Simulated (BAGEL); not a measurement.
**CH6ClNSi (SMILES C[SiH](N)Cl) at HF/3-21G (density fitting with qzvpp-jkfit)**

Aim: the vertical ionisation energy of CH6ClNSi at HF/3-21G (density fitting with qzvpp-jkfit), from 2 runs. 

The results are computed with BAGEL 1.2.2.

6 further runs of the same task are left out: 5 that didn't finish, 1 set aside as unsound or not needed. Runs told in other sessions of the task aren't counted.

**1. The structure to begin with**

CH6ClNSi has 10 atoms, charge 0, and is taken as a singlet. SMILES: `C[SiH](N)Cl`. The coordinates come from a PBE0-D4/def2-TZVP relaxation. This is one conformer, not always the lowest.

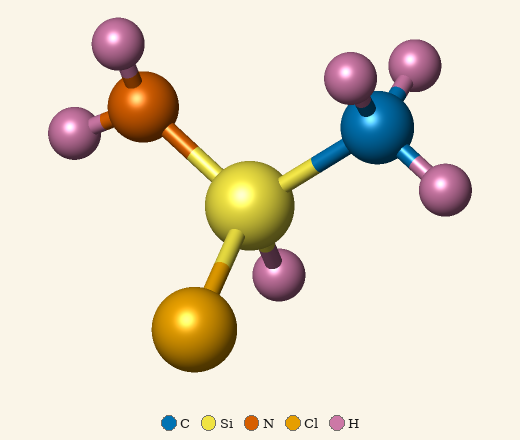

Viewed from a chosen angle; carbon blue, silicon yellow, nitrogen orange, chlorine amber, hydrogen pink.

**2. The energy at HF/3-21G (density fitting with qzvpp-jkfit)**

hf.json

```json
{ "bagel" : [

{
  "title" : "molecule",
  "basis" : "3-21g",
  "df_basis" : "qzvpp-jkfit",
  "angstrom" : true,
  "geometry" : [
    { "atom" : "C", "xyz" : [      -0.924300,       0.960300,      -0.429600 ] },
    { "atom" : "Si", "xyz" : [      -0.055600,      -0.637600,      -0.073400 ] },
    { "atom" : "N", "xyz" : [       1.200800,      -0.379200,       1.050800 ] },
    { "atom" : "Cl", "xyz" : [       0.594900,      -1.392500,      -1.900800 ] },
    { "atom" : "H", "xyz" : [      -1.720000,       0.809500,      -1.161600 ] },
    { "atom" : "H", "xyz" : [      -1.359500,       1.369700,       0.485000 ] },
    { "atom" : "H", "xyz" : [      -0.226900,       1.694300,      -0.841400 ] },
    { "atom" : "H", "xyz" : [      -0.936500,      -1.689500,       0.482600 ] },
    { "atom" : "H", "xyz" : [       1.847500,       0.382600,       0.917600 ] },
    { "atom" : "H", "xyz" : [       1.662700,      -1.168700,       1.473800 ] }
  ]
},

{ "title" : "hf" },

{ "title" : "print", "file" : "orbitals.molden", "orbitals" : true }

]}
```

Started as:

```bash
$ BAGEL_NUM_THREADS=1 BAGEL hf.json > hf.out
```

Standard output:

```text
* using 1 threads per process

  ===============================================================
  ===============================================================

  *** Geometry ***

  { "atom" : "C", "xyz" : [     -1.746674,      1.814704,     -0.811826 ] },
  { "atom" : "Si", "xyz" : [     -0.105069,     -1.204889,     -0.138706 ] },
  { "atom" : "N", "xyz" : [      2.269183,     -0.716584,      1.985724 ] },
  { "atom" : "Cl", "xyz" : [      1.124198,     -2.631444,     -3.591991 ] },
  { "atom" : "H", "xyz" : [     -3.250329,      1.529733,     -2.195106 ] },
  { "atom" : "H", "xyz" : [     -2.569083,      2.588358,      0.916517 ] },
  { "atom" : "H", "xyz" : [     -0.428779,      3.201763,     -1.590016 ] },
  { "atom" : "H", "xyz" : [     -1.769729,     -3.192692,      0.911982 ] },
  { "atom" : "H", "xyz" : [      3.491269,      0.723009,      1.734013 ] },
  { "atom" : "H", "xyz" : [      3.142048,     -2.208523,      2.785078 ] },

  Number of auxiliary basis functions:      516

  Since a DF basis is specified, we compute 2- and 3-index integrals:
    o Being stored without compression. Storage requirement is 0.013 GB

  Number of basis functions:       56
  Number of electrons      :       50

    * METHOD: MOLECULE                             0.17

  *** RHF ***

  === Nuclear Repulsion ===
   222.1459967227

      * DIIS with orbital gradients will be used.

  === RHF iteration (3-21g) ===
      0       -839.95674819          0.02094889           0.04
      1       -840.05164842          0.00932282           0.04
      2       -840.07170386          0.00136760           0.04
      3       -840.07230116          0.00030090           0.04
      4       -840.07234277          0.00004976           0.04
      5       -840.07234512          0.00001421           0.04
      6       -840.07234531          0.00000560           0.04
      7       -840.07234534          0.00000144           0.04
      8       -840.07234534          0.00000048           0.04
      9       -840.07234534          0.00000016           0.04
     10       -840.07234534          0.00000005           0.04
     11       -840.07234534          0.00000002           0.04
     12       -840.07234534          0.00000000           0.04
    * SCF iteration converged.

    * Permanent dipole moment:
           (   -0.112730,    -0.629118,    -0.986156) a.u.

    * METHOD: HF                                   0.64

    * METHOD: PRINT                                0.01

  ===============================================================
```

Wall time 1 s (1 thread of AMD EPYC 9B14 (Zen 4), shared host).

**3. The doublet cation, same level**

hf.json

```json
{ "bagel": [

{
  "title": "molecule",
  "basis": "3-21g",
  "df_basis": "qzvpp-jkfit",
  "angstrom": true,
  "geometry": [
    { "atom": "C", "xyz": [      -0.924300,       0.960300,      -0.429600 ] },
    { "atom": "Si", "xyz": [      -0.055600,      -0.637600,      -0.073400 ] },
    { "atom": "N", "xyz": [       1.200800,      -0.379200,       1.050800 ] },
    { "atom": "Cl", "xyz": [       0.594900,      -1.392500,      -1.900800 ] },
    { "atom": "H", "xyz": [      -1.720000,       0.809500,      -1.161600 ] },
    { "atom": "H", "xyz": [      -1.359500,       1.369700,       0.485000 ] },
    { "atom": "H", "xyz": [      -0.226900,       1.694300,      -0.841400 ] },
    { "atom": "H", "xyz": [      -0.936500,      -1.689500,       0.482600 ] },
    { "atom": "H", "xyz": [       1.847500,       0.382600,       0.917600 ] },
    { "atom": "H", "xyz": [       1.662700,      -1.168700,       1.473800 ] }
  ]
},

{
  "title": "uhf",
  "charge": 1,
  "nopen": 1
},

{
  "title": "print",
  "file": "orbitals.molden",
  "orbitals": true
}

]}
```

Started as:

```bash
$ BAGEL_NUM_THREADS=1 BAGEL hf.json > hf.out
```

Standard output:

```text
* using 1 threads per process

  ===============================================================
  ===============================================================

  *** Geometry ***

  { "atom" : "C", "xyz" : [     -1.746674,      1.814704,     -0.811826 ] },
  { "atom" : "Si", "xyz" : [     -0.105069,     -1.204889,     -0.138706 ] },
  { "atom" : "N", "xyz" : [      2.269183,     -0.716584,      1.985724 ] },
  { "atom" : "Cl", "xyz" : [      1.124198,     -2.631444,     -3.591991 ] },
  { "atom" : "H", "xyz" : [     -3.250329,      1.529733,     -2.195106 ] },
  { "atom" : "H", "xyz" : [     -2.569083,      2.588358,      0.916517 ] },
  { "atom" : "H", "xyz" : [     -0.428779,      3.201763,     -1.590016 ] },
  { "atom" : "H", "xyz" : [     -1.769729,     -3.192692,      0.911982 ] },
  { "atom" : "H", "xyz" : [      3.491269,      0.723009,      1.734013 ] },
  { "atom" : "H", "xyz" : [      3.142048,     -2.208523,      2.785078 ] },

  Number of auxiliary basis functions:      516

  Since a DF basis is specified, we compute 2- and 3-index integrals:
    o Being stored without compression. Storage requirement is 0.013 GB

  Number of basis functions:       56
  Number of electrons      :       50

    * METHOD: MOLECULE                             0.17

  *** Open-shell HF ***

  === Nuclear Repulsion ===
   222.1459967227

      * DIIS with orbital gradients will be used.

  === UHF iteration (3-21g) ===
      0       -839.51819595          0.03972660           0.08
      1       -839.63226220          0.02005156           0.08
      2       -839.65422735          0.01150668           0.08
      3       -839.66340646          0.00180426           0.08
      4       -839.66632543          0.00178544           0.07
      5       -839.66768313          0.00181599           0.08
      6       -839.66001347          0.00160593           0.07
      7       -839.65233399          0.00258020           0.08
      8       -839.65493493          0.00276390           0.08
      9       -839.65919899          0.00241974           0.07
     10       -839.65746436          0.00238443           0.08
     11       -839.66944605          0.00216172           0.08
     12       -839.67679804          0.00234737           0.08
     13       -839.65706298          0.00144855           0.07
     14       -839.65307500          0.00182547           0.08
     15       -839.65850195          0.00146050           0.08
     16       -839.66491636          0.00212459           0.07
     17       -839.66455555          0.00211108           0.07
     18       -839.66376838          0.00212573           0.08
     19       -839.66117078          0.00206173           0.07
     20       -839.64878787          0.00356135           0.08
     21       -839.66846190          0.00238488           0.08
     22       -839.66516068          0.00205752           0.08
     23       -839.66623656          0.00211602           0.08
     24       -839.66953818          0.00216596           0.08
     25       -839.67026126          0.00281770           0.08
     26       -839.65948193          0.00147027           0.08
     27       -839.65880866          0.00145153           0.08
     28       -839.65367208          0.00196156           0.07
     29       -839.66201912          0.00161870           0.08
     30       -839.67026218          0.00242370           0.08
     31       -839.66977786          0.00254561           0.08
     32       -839.66263453          0.00247680           0.08
     33       -839.66269326          0.00232328           0.08
     34       -839.65341667          0.00308892           0.07
     35       -839.67192244          0.00315689           0.07
     36       -839.66705139          0.00277642           0.08
     37       -839.66839512          0.00282979           0.08
     38       -839.66852235          0.00308322           0.07
     39       -839.67469153          0.00192166           0.08
     40       -839.67525020          0.00166704           0.08
     41       -839.67725069          0.00164532           0.08
     42       -839.67887170          0.00156190           0.07
     43       -839.68522109          0.00135611           0.08
     44       -839.68377127          0.00143024           0.07
     45       -839.68587334          0.00048040           0.08
     46       -839.68617274          0.00029248           0.08
     47       -839.68624795          0.00043398           0.08
     48       -839.68648118          0.00018992           0.07
     49       -839.68657941          0.00012629           0.08
     50       -839.68659868          0.00003888           0.08
     51       -839.68660988          0.00001938           0.08
     52       -839.68661263          0.00001785           0.08
     53       -839.68661449          0.00001178           0.08
     54       -839.68661527          0.00000993           0.08
     55       -839.68661545          0.00000956           0.07
     56       -839.68661567          0.00000908           0.08
     57       -839.68661602          0.00000836           0.08
     58       -839.68661686          0.00000728           0.08
     59       -839.68661724          0.00000690           0.07
     60       -839.68661756          0.00000664           0.07
     61       -839.68661786          0.00000627           0.08
     62       -839.68661834          0.00000553           0.08
     63       -839.68661892          0.00000394           0.08
     64       -839.68661917          0.00000296           0.07
     65       -839.68661928          0.00000208           0.08
     66       -839.68661933          0.00000146           0.08
     67       -839.68661935          0.00000090           0.07
     68       -839.68661936          0.00000067           0.07
     69       -839.68661936          0.00000050           0.07
     70       -839.68661937          0.00000042           0.08
     71       -839.68661937          0.00000039           0.08
     72       -839.68661937          0.00000036           0.07
     73       -839.68661937          0.00000032           0.07
     74       -839.68661937          0.00000028           0.07
     75       -839.68661937          0.00000023           0.08
     76       -839.68661937          0.00000017           0.08
     77       -839.68661937          0.00000010           0.07
     78       -839.68661937          0.00000007           0.07
     79       -839.68661937          0.00000006           0.08
     80       -839.68661937          0.00000005           0.08
     81       -839.68661937          0.00000004           0.07
     82       -839.68661937          0.00000003           0.07
     83       -839.68661937          0.00000002           0.07
     84       -839.68661937          0.00000001           0.08
     85       -839.68661937          0.00000001           0.07
     86       -839.68661937          0.00000001           0.07
     87       -839.68661937          0.00000001           0.08
    * SCF iteration converged.

    * S^2 (UHF) is 0.7547

    * Permanent dipole moment:
           (   -0.312106,     0.223061,     0.365223) a.u.

    * METHOD: UHF                                  6.80

    * METHOD: PRINT                                0.01

  ===============================================================
```

Wall time 7.2 s (1 thread of AMD EPYC 9B14 (Zen 4), shared host).

**4. What came out**

Level: HF/3-21G (density fitting with qzvpp-jkfit).

| quantity | value |
| --- | --- |
| singlet CH6ClNSi: total energy | -840.07235 Eh |
| singlet CH6ClNSi: dipole moment | 2.99 D |
| singlet CH6ClNSi: HOMO energy | -11.25 eV |
| singlet CH6ClNSi: LUMO energy | 5.30 eV |
| singlet CH6ClNSi: HOMO–LUMO gap | 16.54 eV |
| doublet cation: total energy | -839.68662 Eh |
| doublet cation: ⟨S²⟩ | 0.755 |
| vertical ionisation energy (to the doublet cation) | 10.496 eV |

Removing an electron at fixed nuclei costs 10.50 eV (242 kcal/mol). −ε(HOMO) before ionisation, 11.25 eV, is 0.75 eV above this ionisation energy.
